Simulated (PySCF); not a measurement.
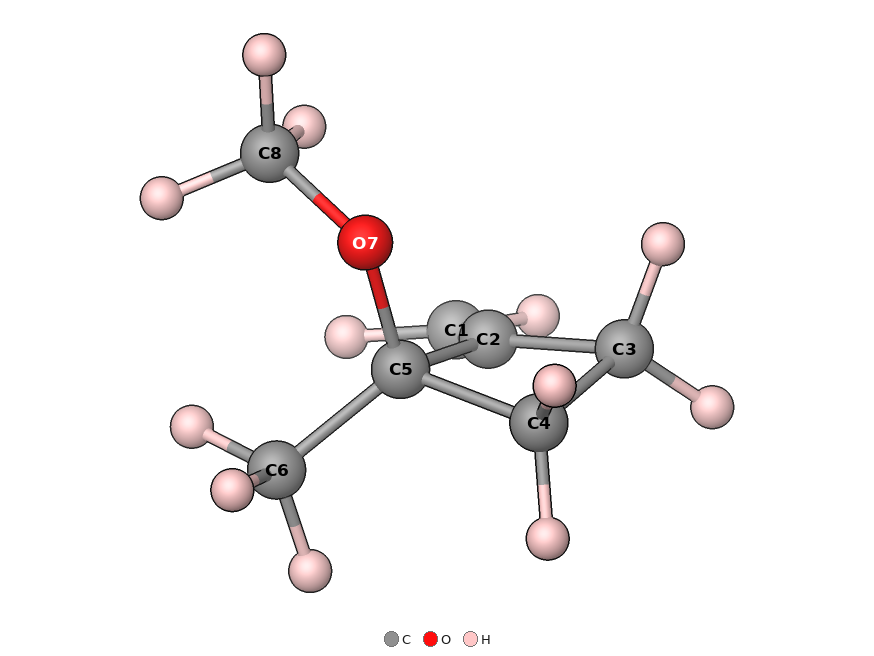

Depth is shown by fading: the farther an atom, the more it takes the colour of the background. Computed geometry: PBE0-D3(BJ)/def2-SVP optimisation. No frequency run is at hand to confirm it as a minimum.

**How is the 4-membered ring C2–C3–C4–C5 puckered?**

It is puckered (butterfly). The Cremer–Pople amplitude Q is 0.22 Å.

**Give the torsion angles round the ring, beginning with the bond from its second to its third atom.**

−16°, 16°, −16°, 16°.
